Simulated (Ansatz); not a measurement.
# Random alloy of the diamond Si-C (dilute carbon) line, x = 0.0625 (64 atoms) under strain, part 3 of 3

Aim: relax random alloy of the diamond Si-C (dilute carbon) line, x = 0.0625 (64 atoms), then change its volume and shape to read moduli from the stress.

Ansatz 0.2.0; Kohn-Sham DFT, revPBE, PAW (set soft_2), plane waves.

The cell: 4 C and 60 Si. Sampling is at Γ alone.

So far. Step 11 (Compressed by 1 % along x): The relaxation converged after 2 steps, 1.0e-6 eV below its start, with a largest force component of 0.038 eV/Å. Step 11 (Compressed by 1 % along x): Compressed by 1 % along x: the energy stands 0.0627 eV above that of the reference, at a pressure of 0.971 GPa.

**12. Sheared by 2 % in xy**

A shear of the relaxed cell gives the modulus that volume changes can't reach.

The input, input.yaml:

```yaml
crystal:
  lattice:
    - [10.73689, 0.11479, -0.00176]
    - [0.11479, 10.73689, 0.00176]
    - [-0.00174, 0.00174, 10.73926]
  atoms:
    [... the 64 atom lines of step 4 ...]
kpoints:
  mp_grid: { grid: [1, 1, 1] }
hamiltonian:
  xc: revpbe
scf:
  occupations: { method: fixed }
output:
  forces: true
  eigenvalues: true
  stress: true
relax:
  f_tol: 0.05
  max_steps: 70
```

Command:

```sh
ansatz run input.yaml --threads 4 --pin off --max-ram 8192MiB --backend cpu --events-out ev --progress --plain --runs-dir out
```

Numbers of over 12 decimals in the logs are rounded to 6 here.

The program printed:

```text
[...]
Crystal: 64 atoms, lattice volume = 1237.889 Å³
Basis set: ecut = 420 eV, 24195 PW (Γ), exchange–correlation on 144×144×144 points (8 copies of the dense FFT grid, shifted against one another)
Bands: 192, of which v1, the nominal top of the filled ones, is band 128 counted from 1 (127 counted from 0)
Symmetry: 2 space group operations
[...]
k-points: 1
[...]
SCF iter   1: F=—  HF=-39276.132982 eV  |F-HF|=—  |Δ(HF+E_count)|=         —  Δρ=3.45e-3  dr2=2.22e-1  ethr=1.77e-3  ⟨swp⟩=5.0  Hψ=716  notcnv=0  defer=58
[...]
SCF iter   7: F=-39276.138656 eV  HF=-39276.138656 eV  |F-HF|=2.63e-7  |Δ(HF+E_count)|=   3.32e-6  Δρ=8.10e-6  dr2=1.20e-6  ethr=6.28e-9  ⟨swp⟩=4.0  Hψ=783  notcnv=0
SCF 1 converged in 7 iterations: F = -39276.138656 eV  dr2 = 1.20e-6
[...]
relax step   1: F+E_penalty+E_count = -39276.13865624 eV  Δ(F+E_penalty+E_count) = +0.000e0 eV  max|allowed force component| = 2.225e-1 eV/Å  Δτ_max = 0.0000 Å  (7 SCF iters, dr2 threshold 6.25e-5 eV, accepted)
[...]
relax step   2: F+E_penalty+E_count = -39276.17055642 eV  Δ(F+E_penalty+E_count) = -3.190e-2 eV  max|allowed force component| = 5.384e-2 eV/Å  Δτ_max = 0.0097 Å  (5 SCF iters, dr2 threshold 3.09e-6 eV, accepted)
[...]
relax step   3: F+E_penalty+E_count = -39276.17181920 eV  Δ(F+E_penalty+E_count) = -1.263e-3 eV  max|allowed force component| = 2.197e-2 eV/Å  Δτ_max = 0.0034 Å  (5 SCF iters, accepted)
SCF converged after 5 iterations
Free energy (F): -39276.171819 eV
[...]
Internal energy: -39276.171819 eV  (E = F + TS)
E sigma→0 (E₀):  -39276.171819 eV
Fermi energy:    6.522396 eV
[...]
--- Forces (eV/Å), atoms counted from 1 ---
  atom   1  C      0.00225924    -0.00225924     0.01635239
  atom   2  Si    -0.01113047    -0.00777514    -0.00345099
  atom   3  Si     0.00052576     0.00055277    -0.00419298
  atom   4  Si    -0.00225188     0.00145646     0.00013228
  atom   5  Si     0.00431256     0.00172794    -0.00026699
  atom   6  Si    -0.00037537    -0.00169348     0.00442074
  atom   7  Si     0.00021579    -0.00320120    -0.00032223
  atom   8  Si    -0.00036152     0.00168906    -0.00102645
  atom   9  Si    -0.00049173     0.00049173     0.00083707
  atom  10  Si     0.00080307     0.00100593     0.00126355
  atom  11  Si     0.00058529    -0.00029570    -0.00165659
  atom  12  Si     0.00256620    -0.00091816     0.00356056
  atom  13  Si    -0.00023947    -0.00031785    -0.00252880
  atom  14  Si    -0.00109490     0.00042786     0.00022174
[...]
atom  63  Si    -0.00243387    -0.00043648    -0.00272713
  atom  64  Si    -0.00100593    -0.00080307     0.00126355
  max |Σ_I F_I| component: 3.64e-5 eV/Å
--- Stress (GPa, compression-positive) ---
        0.019199      -1.622110       0.000911
       -1.622110       0.019199      -0.000911
        0.000911      -0.000911      -0.012758
  P = ⅓ Tr σ = 0.0085 GPa (0.085 kbar)
--- Band table (eV) ---
[...]
--- Relaxed structure (3 steps of the walk, 3 accepted, 0 SCFs on fresh bases) ---
  F+E_penalty+E_count = -39276.17181920 eV   max|allowed force component| = 2.197e-2 eV/Å
  atoms:
    - { symbol: C, position: [0.008645, 0.991755, 0.00239874] }
    - { symbol: Si, position: [0.109714, 0.104079, 0.110166] }
    - { symbol: Si, position: [0.00288084, 0.245890, 0.244256] }
    - { symbol: Si, position: [0.130097, 0.381740, 0.367126] }
[...]
- { symbol: Si, position: [0.877492, 0.874606, 0.626404] }
```

The job ended after 21 s (4 threads of Arm Neoverse V1, shared host; peak memory 1.1 GiB).

The relaxation converged after 3 steps, 0.0332 eV below its start, with a largest force component of 0.022 eV/Å.

Sheared by 2 % in xy: the energy stands 0.125 eV above that of the reference, at a pressure of 0.00855 GPa.

**13. Pressure against volume**

Atoms are relaxed at each volume, in the scaled cell.

```csv
volume change (%),volume (Å³/atom),energy change (meV/atom),pressure (GPa),largest move on relaxing (Å),bonds,gap (eV)
-10,17.410,65.50,11.51,0.12,128,0.326
-6,18.183,22.39,6.52,0.03,128,0.347
-3,18.764,5.30,3.01,0.01,128,0.409
+0,19.344,0.00,0.00,-,128,0.455
+3,19.924,4.78,-2.57,0.01,128,0.473
+6,20.505,18.16,-4.77,0.02,128,0.465
```

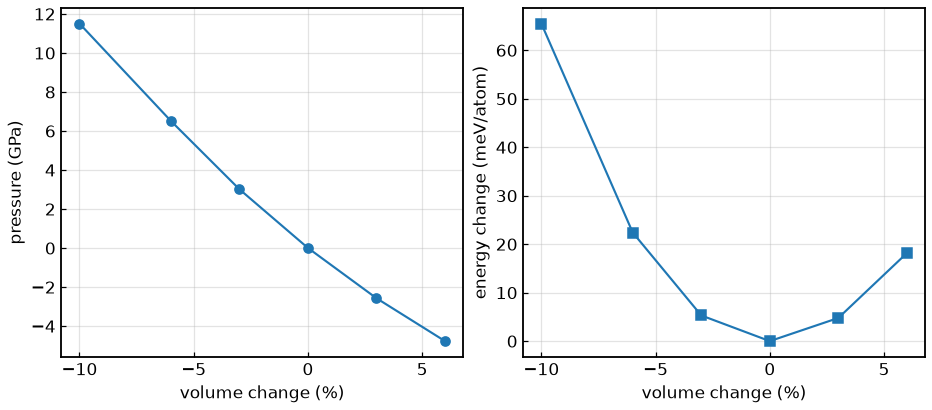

Pressure and energy against volume.

**14. Uniaxial strain and shear**

Stress (GPa, compression positive) less that of the relaxed cell, atoms relaxed:

```csv
strain,xx,yy,zz,xy,energy change (meV/atom)
stretched by 1 % along x,-1.590,-0.597,-0.590,-0.002,0.96
compressed by 1 % along x,1.611,0.648,0.640,0.002,0.98
sheared by 2 % in xy,0.013,0.013,-0.013,-1.625,1.95
```

**15. What came out**

The bulk modulus, from the slope of pressure against ln V over the three points nearest the relaxed volume, is 93.1 GPa; a quadratic over all points gives a pressure derivative of about 3.3. The gap goes from 0.326 eV at the smallest volume to 0.465 eV at the largest, +1.0 eV per unit of ln V by a straight line, not monotonically (lowest 0.326, highest 0.473 eV), on the run's k-points. In the Cartesian axes of the cell, finite differences give C11 = 160, C12 = 62.3, C13 = 61.5 and C66 = 81.3 GPa (the shear of 2 % is the engineering strain, εxy = 0.01). The mean of C11, C12 and C13, which equals the bulk modulus in a cubic or isotropic solid, is 94.6 GPa: it agrees with the bulk modulus within 10 %.

Caveats: Strains are finite and relaxations stop at the force tolerance of the input, which can leave moduli too stiff; they are those of a static cell at zero temperature. Volumes are changed with the cell's shape held, so in an anisotropic solid the modulus lies over the one under free hydrostatic load. The program notes that the SCF threshold of the relaxations is loose for the stress. The host structure and its lattice constant were typed by rule, without a check against the phase diagram.

The DFT runs together took 4.2 min of wall time.

[Logs are printed without paths, hosts, clocks, repeated set-up lines and the standing remarks that a program may print on its own settings, such as how far it seeks lower states.]

[Hosts, paths, dates, database ids (printed as entryN), source tags and the programs' standing remarks are cut or masked in the printed files.]
